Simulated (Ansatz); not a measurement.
# Elastic response of H11RhC6NClO2 (P-1) (88 atoms)

How stiff is H11RhC6NClO2 (P-1) (88 atoms), and how do its levels respond to strain?

Main program and level: Ansatz 0.2.0; Kohn-Sham DFT, PBE+D3(BJ), PAW (set soft_2), plane waves.

### Step 1. The starting structure

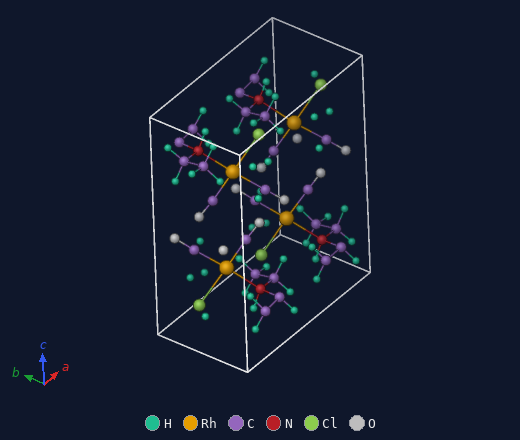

The cell as given, slightly off an axis (hydrogen teal, rhodium orange, carbon purple, nitrogen red, chlorine green, oxygen light grey). Bonds to atoms that aren't drawn are left out. Some periodic images of atoms are drawn too.

The cell holds 88 atoms: 44 H, 4 Rh, 24 C, 4 N, 4 Cl and 8 O. Cell: a = 14.410 Å, b = 7.475 Å, c = 10.770 Å, α = 79.2°, β = 76.4°, γ = 61.2°. It derives from H11RhC6NClO2 (P-1), repeated 2×1×1. H11RhC6NClO2, space group P-1, structure from the Crystallography Open Database, 2 x 1 x 1 conventional cells; every coordinate displaced by a Gaussian of 0.02 Å; bonds to H set to neutron lengths (C-H 1.089, N-H 1.015, O-H 0.983, B-H 1.19 Å) where the listed ones are shorter.

As a file:

```cif
data_structure
_symmetry_space_group_name_H-M 'P 1'
_symmetry_Int_Tables_number 1
_cell_length_a 14.4098
_cell_length_b 7.4749
_cell_length_c 10.7705
_cell_angle_alpha 79.193
_cell_angle_beta 76.434
_cell_angle_gamma 61.200
_cell_volume 984.46
loop_
_atom_site_label
_atom_site_type_symbol
_atom_site_fract_x
_atom_site_fract_y
_atom_site_fract_z
_atom_site_occupancy
H1 H 0.47991 0.17001 0.12033 1
H2 H 0.01585 0.83058 0.88205 1
H3 H 0.44523 0.18175 0.28573 1
H4 H 0.05604 0.81774 0.71136 1
H5 H 0.39032 0.55041 0.09003 1
H6 H 0.10882 0.45012 0.91076 1
H7 H 0.49678 0.45164 0.17928 1
H8 H 0.00059 0.54754 0.81802 1
H9 H 0.35901 0.55820 0.26101 1
H10 H 0.14372 0.43683 0.73660 1
H11 H 0.34743 0.97824 0.27424 1
H12 H 0.15008 0.01934 0.72864 1
H13 H 0.38411 0.99403 0.11025 1
H14 H 0.11026 0.01230 0.89395 1
H15 H 0.15780 0.16103 0.24911 1
H16 H 0.34568 0.83909 0.74938 1
H17 H 0.22808 0.93533 0.16841 1
H18 H 0.27130 0.06645 0.83435 1
H19 H 0.19730 0.17463 0.07694 1
H20 H 0.30191 0.82590 0.92274 1
H21 H 0.30507 0.34075 0.09533 1
H22 H 0.19663 0.65819 0.90397 1
Rh23 Rh 0.18930 0.46417 0.31417 1
Rh24 Rh 0.31566 0.53292 0.68556 1
C25 C 0.06875 0.65101 0.41889 1
C26 C 0.43280 0.34097 0.58268 1
C27 C 0.23148 0.29223 0.45433 1
C28 C 0.26813 0.70450 0.54424 1
C29 C 0.42175 0.26431 0.19426 1
C30 C 0.07849 0.74118 0.80718 1
C31 C 0.41695 0.46541 0.18023 1
C32 C 0.08147 0.53038 0.81899 1
C33 C 0.32595 0.07274 0.18358 1
C34 C 0.17579 0.92633 0.81719 1
C35 C 0.21891 0.08452 0.16622 1
C36 C 0.28053 0.91746 0.83207 1
N37 N 0.31950 0.27550 0.18917 1
N38 N 0.18185 0.72519 0.81040 1
Cl39 Cl 0.12395 0.69479 0.13154 1
Cl40 Cl 0.37584 0.31066 0.86822 1
O41 O 0.50033 0.77027 0.48221 1
O42 O 0.00156 0.22589 0.52216 1
O43 O 0.26235 0.17858 0.53777 1
O44 O 0.23735 0.82258 0.46343 1
H45 H 0.98414 0.17170 0.11994 1
H46 H 0.51611 0.82739 0.87909 1
H47 H 0.94520 0.18345 0.28677 1
H48 H 0.55881 0.82041 0.71178 1
H49 H 0.88957 0.55275 0.08992 1
H50 H 0.61128 0.44578 0.91076 1
H51 H 0.99736 0.45015 0.18027 1
H52 H 0.50360 0.54673 0.82169 1
H53 H 0.85855 0.56179 0.26010 1
H54 H 0.63888 0.44068 0.74096 1
H55 H 0.84471 0.98264 0.27367 1
H56 H 0.65219 0.02720 0.72760 1
H57 H 0.88685 0.99399 0.10679 1
H58 H 0.61092 0.01023 0.89340 1
H59 H 0.65788 0.15847 0.24680 1
H60 H 0.83975 0.84122 0.75540 1
H61 H 0.72888 0.93080 0.17019 1
H62 H 0.77060 0.06483 0.83574 1
H63 H 0.69642 0.17303 0.07831 1
H64 H 0.80226 0.82523 0.92348 1
H65 H 0.80618 0.33420 0.09269 1
H66 H 0.69653 0.66137 0.90285 1
Rh67 Rh 0.68410 0.47184 0.31245 1
Rh68 Rh 0.81459 0.53170 0.68213 1
C69 C 0.56887 0.65458 0.41600 1
C70 C 0.93197 0.34223 0.58285 1
C71 C 0.73363 0.28784 0.45411 1
C72 C 0.76790 0.70883 0.54354 1
C73 C 0.92455 0.25934 0.19074 1
C74 C 0.57845 0.73641 0.80511 1
C75 C 0.91566 0.47084 0.17959 1
C76 C 0.58348 0.53105 0.81852 1
C77 C 0.82525 0.06791 0.18471 1
C78 C 0.67451 0.93331 0.81489 1
C79 C 0.71646 0.09053 0.17009 1
C80 C 0.78045 0.91253 0.83525 1
N81 N 0.81939 0.27267 0.18625 1
N82 N 0.68091 0.73149 0.81475 1
Cl83 Cl 0.62490 0.68732 0.13341 1
Cl84 Cl 0.87699 0.30355 0.86806 1
O85 O 0.00131 0.77065 0.48232 1
O86 O 0.50164 0.22857 0.52346 1
O87 O 0.76120 0.17637 0.53753 1
O88 O 0.74032 0.81629 0.46030 1
```

Limits known from the start: The main run has no spin polarisation, so moments on Rh can't form in it, and no Hubbard term.

### Step 2. Single point at the start

The forces at the start show how far the geometry lies from a minimum of this functional.

Input file input.yaml:

```yaml
crystal:
  lattice:
    - [14.4098, 0.0, 0.0]
    - [3.60106, 6.5503, 0.0]
    - [2.52639, 0.91565, 10.42989]
  atoms:
    - { symbol: H, position: [0.47991, 0.17001, 0.12033] }
    - { symbol: H, position: [0.01585, 0.83058, 0.88205] }
    - { symbol: H, position: [0.44523, 0.18175, 0.28573] }
    - { symbol: H, position: [0.05604, 0.81774, 0.71136] }
    - { symbol: H, position: [0.39032, 0.55041, 0.09003] }
    - { symbol: H, position: [0.10882, 0.45012, 0.91076] }
    - { symbol: H, position: [0.49678, 0.45164, 0.17928] }
    - { symbol: H, position: [0.00059, 0.54754, 0.81802] }
    - { symbol: H, position: [0.35901, 0.5582, 0.26101] }
    - { symbol: H, position: [0.14372, 0.43683, 0.7366] }
    - { symbol: H, position: [0.34743, 0.97824, 0.27424] }
    - { symbol: H, position: [0.15008, 0.01934, 0.72864] }
    - { symbol: H, position: [0.38411, 0.99403, 0.11025] }
    - { symbol: H, position: [0.11026, 0.0123, 0.89395] }
    - { symbol: H, position: [0.1578, 0.16103, 0.24911] }
    - { symbol: H, position: [0.34568, 0.83909, 0.74938] }
    - { symbol: H, position: [0.22808, 0.93533, 0.16841] }
    - { symbol: H, position: [0.2713, 0.06645, 0.83435] }
    - { symbol: H, position: [0.1973, 0.17463, 0.07694] }
    - { symbol: H, position: [0.30191, 0.8259, 0.92274] }
    - { symbol: H, position: [0.30507, 0.34075, 0.09533] }
    - { symbol: H, position: [0.19663, 0.65819, 0.90397] }
    - { symbol: Rh, position: [0.1893, 0.46417, 0.31417] }
    - { symbol: Rh, position: [0.31566, 0.53292, 0.68556] }
    - { symbol: C, position: [0.06875, 0.65101, 0.41889] }
    - { symbol: C, position: [0.4328, 0.34097, 0.58268] }
    - { symbol: C, position: [0.23148, 0.29223, 0.45433] }
    - { symbol: C, position: [0.26813, 0.7045, 0.54424] }
    - { symbol: C, position: [0.42175, 0.26431, 0.19426] }
    - { symbol: C, position: [0.07849, 0.74118, 0.80718] }
    - { symbol: C, position: [0.41695, 0.46541, 0.18023] }
    - { symbol: C, position: [0.08147, 0.53038, 0.81899] }
    - { symbol: C, position: [0.32595, 0.07274, 0.18358] }
    - { symbol: C, position: [0.17579, 0.92633, 0.81719] }
    - { symbol: C, position: [0.21891, 0.08452, 0.16622] }
    - { symbol: C, position: [0.28053, 0.91746, 0.83207] }
    - { symbol: "N", position: [0.3195, 0.2755, 0.18917] }
    - { symbol: "N", position: [0.18185, 0.72519, 0.8104] }
    - { symbol: Cl, position: [0.12395, 0.69479, 0.13154] }
    - { symbol: Cl, position: [0.37584, 0.31066, 0.86822] }
    - { symbol: O, position: [0.50033, 0.77027, 0.48221] }
    - { symbol: O, position: [0.00156, 0.22589, 0.52216] }
    - { symbol: O, position: [0.26235, 0.17858, 0.53777] }
    - { symbol: O, position: [0.23735, 0.82258, 0.46343] }
    - { symbol: H, position: [0.98414, 0.1717, 0.11994] }
    - { symbol: H, position: [0.51611, 0.82739, 0.87909] }
    - { symbol: H, position: [0.9452, 0.18345, 0.28677] }
    - { symbol: H, position: [0.55881, 0.82041, 0.71178] }
    - { symbol: H, position: [0.88957, 0.55275, 0.08992] }
    - { symbol: H, position: [0.61128, 0.44578, 0.91076] }
    - { symbol: H, position: [0.99736, 0.45015, 0.18027] }
    - { symbol: H, position: [0.5036, 0.54673, 0.82169] }
    - { symbol: H, position: [0.85855, 0.56179, 0.2601] }
    - { symbol: H, position: [0.63888, 0.44068, 0.74096] }
    - { symbol: H, position: [0.84471, 0.98264, 0.27367] }
    - { symbol: H, position: [0.65219, 0.0272, 0.7276] }
    - { symbol: H, position: [0.88685, 0.99399, 0.10679] }
    - { symbol: H, position: [0.61092, 0.01023, 0.8934] }
    - { symbol: H, position: [0.65788, 0.15847, 0.2468] }
    - { symbol: H, position: [0.83975, 0.84122, 0.7554] }
    - { symbol: H, position: [0.72888, 0.9308, 0.17019] }
    - { symbol: H, position: [0.7706, 0.06483, 0.83574] }
    - { symbol: H, position: [0.69642, 0.17303, 0.07831] }
    - { symbol: H, position: [0.80226, 0.82523, 0.92348] }
    - { symbol: H, position: [0.80618, 0.3342, 0.09269] }
    - { symbol: H, position: [0.69653, 0.66137, 0.90285] }
    - { symbol: Rh, position: [0.6841, 0.47184, 0.31245] }
    - { symbol: Rh, position: [0.81459, 0.5317, 0.68213] }
    - { symbol: C, position: [0.56887, 0.65458, 0.416] }
    - { symbol: C, position: [0.93197, 0.34223, 0.58285] }
    - { symbol: C, position: [0.73363, 0.28784, 0.45411] }
    - { symbol: C, position: [0.7679, 0.70883, 0.54354] }
    - { symbol: C, position: [0.92455, 0.25934, 0.19074] }
    - { symbol: C, position: [0.57845, 0.73641, 0.80511] }
    - { symbol: C, position: [0.91566, 0.47084, 0.17959] }
    - { symbol: C, position: [0.58348, 0.53105, 0.81852] }
    - { symbol: C, position: [0.82525, 0.06791, 0.18471] }
    - { symbol: C, position: [0.67451, 0.93331, 0.81489] }
    - { symbol: C, position: [0.71646, 0.09053, 0.17009] }
    - { symbol: C, position: [0.78045, 0.91253, 0.83525] }
    - { symbol: "N", position: [0.81939, 0.27267, 0.18625] }
    - { symbol: "N", position: [0.68091, 0.73149, 0.81475] }
    - { symbol: Cl, position: [0.6249, 0.68732, 0.13341] }
    - { symbol: Cl, position: [0.87699, 0.30355, 0.86806] }
    - { symbol: O, position: [0.00131, 0.77065, 0.48232] }
    - { symbol: O, position: [0.50164, 0.22857, 0.52346] }
    - { symbol: O, position: [0.7612, 0.17637, 0.53753] }
    - { symbol: O, position: [0.74032, 0.81629, 0.4603] }
kpoints:
  mp_grid: { grid: [1, 2, 1] }
hamiltonian:
  xc: pbe
  dispersion: d3bj
scf:
  occupations: { method: gaussian, width: 0.025 }
output:
  forces: true
```

On the command line:

```bash
> ansatz run input.yaml --threads 4 --pin off --max-ram 8192MiB --backend cpu --events-out ev --progress --plain --runs-dir out
```

Numbers of over 12 decimals in the logs are rounded to 6 here.

The program printed:

```text
[...]
Pseudopotentials: kind: paw
Pseudopotential: H, paw, valence charge 1, recommended cutoff 420 eV (normal), H.paw.azcp
Pseudopotential: Rh, paw, valence charge 17, recommended cutoff 420 eV (normal), Rh.paw.azcp
Pseudopotential: C, paw, valence charge 4, recommended cutoff 420 eV (normal), C.paw.azcp
Pseudopotential: N, paw, valence charge 5, recommended cutoff 420 eV (normal), N.paw.azcp
Pseudopotential: Cl, paw, valence charge 7, recommended cutoff 420 eV (normal), Cl.paw.azcp
Pseudopotential: O, paw, valence charge 6, recommended cutoff 420 eV (normal), O.paw.azcp
[... 5 lines on functional and potentials left out ...]
Crystal: 88 atoms, lattice volume = 984.462 Å³
Basis set: ecut = 420 eV, 19237 PW (Γ), exchange–correlation on 200×100×144 points (8 copies of the dense FFT grid, shifted against one another)
Bands: 240, of which v1, the nominal top of the filled ones, is band 152 counted from 1 (151 counted from 0)
Symmetry: 1 space group operations
Space group: P1 (ITA 1), of the structure as read, at distance tolerance 9.9e-5 Å
k-points: 2
[... 13 lines on functional and potentials left out ...]
Initial density: superposition of atomic densities (neutral atoms: chi_scale 0, normalization atom), corrected by the library's trained network
Initial wavefunctions: pseudopotential atomic-orbital guess
[...]
SCF iter   1: F=—  HF=-42740.812209 eV  |F-HF|=—  |Δ(HF+E_count)|=         —  Δρ=1.14e-2  dr2=2.10e0  ethr=1.77e-3  ⟨swp⟩=6.0  Hψ=2130  notcnv=0  defer=26
preconditioner: auto → Resta (q_TF=auto, 2.243 Å⁻¹)  ε∞=3.0  [insulator: Δε(μ)=3.177 eV  Ē_g=13.514 eV  σ=0.025 eV  W_gap=1.00  n_scr=188 (ndim 8)  ℏωp=18.9 eV  f_vac=0.173  D(μ)=0.00/eV (n_scr^D=0)  ε∞_Penn≈3.0]
SCF iter   2: F=—  HF=-42740.603245 eV  |F-HF|=—  |Δ(HF+E_count)|=   2.09e-1  Δρ=1.07e-2  dr2=1.48e0  ethr=6.92e-4  ⟨swp⟩=3.0  Hψ=742  notcnv=0  defer=160
SCF iter   3: F=—  HF=-42740.414731 eV  |F-HF|=—  |Δ(HF+E_count)|=   1.89e-1  Δρ=3.15e-3  dr2=1.61e-1  ethr=4.86e-4  ⟨swp⟩=3.0  Hψ=509  notcnv=0  defer=32
automatic band count: iteration 3 solves 176 bands in place of 240: the levels show a gap, and the empty bands left out lie too high to hold charge; the band table lists the bands solved (type scf.n_extra_bands for more)
SCF iter   4: F=—  HF=-42740.372762 eV  |F-HF|=—  |Δ(HF+E_count)|=   4.20e-2  Δρ=1.21e-3  dr2=2.39e-2  ethr=5.30e-5  ⟨swp⟩=2.0  Hψ=609  notcnv=0  defer=32
SCF iter   5: F=—  HF=-42740.367813 eV  |F-HF|=—  |Δ(HF+E_count)|=   4.95e-3  Δρ=6.73e-4  dr2=5.80e-3  ethr=7.85e-6  ⟨swp⟩=2.0  Hψ=602  notcnv=0  defer=32
[...]
SCF iter  11: F=—  HF=-42740.366930 eV  |F-HF|=—  |Δ(HF+E_count)|=   5.21e-7  Δρ=7.05e-6  dr2=6.56e-7  ethr=4.58e-10  ⟨swp⟩=2.0  Hψ=523  notcnv=0  defer=32
SCF iter  12: F=-42740.366930 eV  HF=-42740.366930 eV  |F-HF|=4.03e-8  |Δ(HF+E_count)|=   3.76e-8  Δρ=1.94e-6  dr2=3.52e-8  ethr=3.29e-11  ⟨swp⟩=3.0  Hψ=1430  notcnv=0
SCF 1 converged in 12 iterations: F = -42740.366930 eV  dr2 = 3.52e-8
[...]
SCF converged after 12 iterations
Free energy (F): -42740.366930 eV
Harris-Foulkes:  -42740.366930 eV  (|F-HF|=4.03e-8)
Internal energy: -42740.366930 eV  (E = F + TS)
E sigma→0 (E₀):  -42740.366930 eV
Fermi energy:    2.728210 eV
--- Per-component energies (eV) ---
[...]
Σ components = -42740.366930   (vs F -42740.366930, Δ=0.00e0)
--- Forces (eV/Å), atoms counted from 1 ---
  atom   1  H      0.40173516    -0.49397746    -0.56075555
  atom   2  H      0.17166894     0.32801351     0.14954657
  atom   3  H      0.10033916    -0.19724279     0.22279862
  atom   4  H      0.15162545     0.12849131     0.62610299
[...]
atom  88  O     -1.56866569     4.51094613    -6.24016429
  max |Σ_I F_I| component: 4.95e-5 eV/Å
```

The job ended after 6 s (4 threads of Intel Xeon 6975P-C (Granite Rapids), shared host; peak memory 2.5 GiB; 23 s of CPU time).

In the SCF lines HF is the Harris–Foulkes energy and dr2 the Hartree energy of the density residual, in eV; the loop may stop once dr2 is under the threshold and the program's other checks hold. Hψ counts applications of the Hamiltonian.

The r.m.s. force at the start is 1.4 eV/Å.

### Step 3. Cell and atoms relaxed

Cell and atoms are freed together, to release stress as well as forces.

Input file input.yaml:

```yaml
crystal:
  lattice:
    - [14.4098, 0.0, 0.0]
    - [3.60106, 6.5503, 0.0]
    - [2.52639, 0.91565, 10.42989]
  atoms:
    [... the 88 atom lines of step 2 ...]
kpoints:
  mp_grid: { grid: [1, 2, 1] }
hamiltonian:
  xc: pbe
  dispersion: d3bj
scf:
  occupations: { method: gaussian, width: 0.025 }
output:
  forces: true
relax:
  f_tol: 0.05
  max_steps: 150
  cell: {}
```

The program printed:

```text
[...]
Crystal: 88 atoms, lattice volume = 984.462 Å³
Basis set: ecut = 420 eV, 19237 PW (Γ), exchange–correlation on 200×100×144 points (8 copies of the dense FFT grid, shifted against one another)
Bands: 240, of which v1, the nominal top of the filled ones, is band 152 counted from 1 (151 counted from 0)
Symmetry: 1 space group operations
[...]
k-points: 2
[...]
SCF iter   1: F=—  HF=-42740.812209 eV  |F-HF|=—  |Δ(HF+E_count)|=         —  Δρ=1.14e-2  dr2=2.10e0  ethr=1.77e-3  ⟨swp⟩=6.0  Hψ=2130  notcnv=0  defer=26
[...]
SCF iter  11: F=—  HF=-42740.366930 eV  |F-HF|=—  |Δ(HF+E_count)|=   4.08e-7  Δρ=6.86e-6  dr2=5.61e-7  ethr=5.93e-10  ⟨swp⟩=2.0  Hψ=520  notcnv=0  defer=160
SCF iter  12: F=-42740.366930 eV  HF=-42740.366930 eV  |F-HF|=2.60e-8  |Δ(HF+E_count)|=   6.81e-8  Δρ=2.54e-6  dr2=6.93e-8  ethr=3.29e-11  ⟨swp⟩=3.0  Hψ=1420  notcnv=0
SCF 1 converged in 12 iterations: F = -42740.366930 eV  dr2 = 6.93e-8
[...]
relax step   1: F+E_penalty+E_count = -42740.36692966 eV  Δ(F+E_penalty+E_count) = +0.000e0 eV  max|allowed force component| = 6.240e0 eV/Å  Δτ_max = 0.0000 Å  P = +3.272 GPa  Ω = 984.462 Å³  (12 SCF iters, dr2 threshold 1.00e-7 eV, accepted)
[... from here on, the SCF cycles and remarks between the steps are left out ...]
relax step   2: F+E_penalty+E_count = -42742.24702468 eV  Δ(F+E_penalty+E_count) = -1.880e0 eV  max|allowed force component| = 1.037e0 eV/Å  Δτ_max = 0.1432 Å  P = +0.418 GPa  Ω = 957.152 Å³  energy of the carried Pulay correction = +6.741e-2 eV  (10 SCF iters, dr2 threshold 8.80e-6 eV, accepted)
relax step   3: F+E_penalty+E_count = -42742.37255893 eV  Δ(F+E_penalty+E_count) = -1.255e-1 eV  max|allowed force component| = 4.541e-1 eV/Å  Δτ_max = 0.1695 Å  P = -0.366 GPa  Ω = 983.535 Å³  energy of the carried Pulay correction = +2.258e-3 eV  (9 SCF iters, dr2 threshold 8.80e-6 eV, accepted)
relax step   4: F+E_penalty+E_count = -42742.43163088 eV  Δ(F+E_penalty+E_count) = -5.907e-2 eV  max|allowed force component| = 2.644e-1 eV/Å  Δτ_max = 0.0993 Å  P = -0.193 GPa  Ω = 978.748 Å³  energy of the carried Pulay correction = +1.395e-2 eV  (9 SCF iters, dr2 threshold 8.80e-6 eV, accepted)
relax step   5: F+E_penalty+E_count = -42742.45601099 eV  Δ(F+E_penalty+E_count) = -2.438e-2 eV  max|allowed force component| = 1.218e-1 eV/Å  Δτ_max = 0.0394 Å  P = -0.005 GPa  Ω = 973.428 Å³  energy of the carried Pulay correction = +2.701e-2 eV  (9 SCF iters, dr2 threshold 4.37e-6 eV, accepted)
relax step   6: F+E_penalty+E_count = -42742.45940005 eV  Δ(F+E_penalty+E_count) = -3.389e-3 eV  max|allowed force component| = 6.335e-2 eV/Å  Δτ_max = 0.0236 Å  P = +0.024 GPa  Ω = 973.632 Å³  energy of the carried Pulay correction = +2.651e-2 eV  (9 SCF iters, dr2 threshold 9.27e-7 eV, accepted)
relax step   7: F+E_penalty+E_count = -42742.45821102 eV  Δ(F+E_penalty+E_count) = +1.189e-3 eV  max|allowed force component| = 3.955e-2 eV/Å  Δτ_max = 0.0251 Å  P = +0.013 GPa  Ω = 975.102 Å³  energy of the carried Pulay correction = +2.289e-2 eV  (9 SCF iters, dr2 threshold 2.51e-7 eV, accepted)
relax step   8: F+E_penalty+E_count = -42742.43788667 eV  Δ(F+E_penalty+E_count) = +2.032e-2 eV  max|allowed force component| = 3.835e-2 eV/Å  Δτ_max = 0.0000 Å  P = -0.019 GPa  Ω = 975.102 Å³  stress off target by 3.39e-2 GPa  SCF on the basis re-selected at this cell (its energy is not comparable with the rows above)  (6 SCF iters)
basis re-selected at this cell: Δ(F+E_penalty+E_count) = +2.032e-2 eV, ΔP = -0.032 GPa vs the last step (what re-selecting the basis moved, of the pressure what is left beyond the Pulay correction that the steps carried, after the strain that the cell walked since its last selection, [...]
SCF converged after 6 iterations
Free energy (F): -42742.437887 eV
[...]
Internal energy: -42742.437887 eV  (E = F + TS)
E sigma→0 (E₀):  -42742.437887 eV
Fermi energy:    2.651014 eV
[...]
Σ components = -42742.437887   (vs F -42742.437887, Δ=0.00e0)
--- Forces (eV/Å), atoms counted from 1 ---
  atom   1  H     -0.00054947    -0.00520495     0.00373938
  atom   2  H     -0.00297523    -0.00108831    -0.00236448
  atom   3  H      0.00401710    -0.00201117    -0.00114378
  atom   4  H     -0.00570522    -0.00338349     0.00139323
[...]
atom  88  O     -0.00427283     0.01536112    -0.02912893
  max |Σ_I F_I| component: 2.57e-6 eV/Å
--- Stress (GPa, compression-positive) ---
       -0.023542       0.007118      -0.012010
        0.007119      -0.014878      -0.003232
       -0.012010      -0.003232      -0.018334
  P = ⅓ Tr σ = -0.0189 GPa (-0.189 kbar)
--- Relaxed structure (7 steps of the walk, 7 accepted, 1 SCFs on fresh bases) ---
  F+E_penalty+E_count = -42742.43788667 eV   max|allowed force component| = 3.835e-2 eV/Å   (the final SCF, on the basis selected at the relaxed cell)
  cell:  # Å, volume = 975.1016 Å³
    - [14.330980, -0.00357266, -0.030008]
    - [3.579739, 6.533131, -0.000560541]
    - [2.490624, 0.923797, 10.409185]
  atoms:
    - { symbol: H, position: [0.484334, 0.163171, 0.126394] }
    - { symbol: H, position: [0.015719, 0.836481, 0.873852] }
    - { symbol: H, position: [0.440744, 0.182366, 0.293537] }
    - { symbol: H, position: [0.058838, 0.816954, 0.706725] }
[...]
- { symbol: O, position: [0.744940, 0.815384, 0.455966] }
```

Elapsed: 47 s, on 4 threads; peak memory 2.5 GiB; 3 min of CPU time.

The relaxation converged after 7 steps, with a largest force component of 0.038 eV/Å.

(Part 1 of 3 ends here.)

[Logs are printed without paths, hosts, clocks, repeated set-up lines and the standing remarks that a program may print on its own settings, such as how far it seeks lower states.]

[Hosts, paths, dates, database ids (printed as entryN), source tags and the programs' standing remarks are cut or masked in the printed files.]
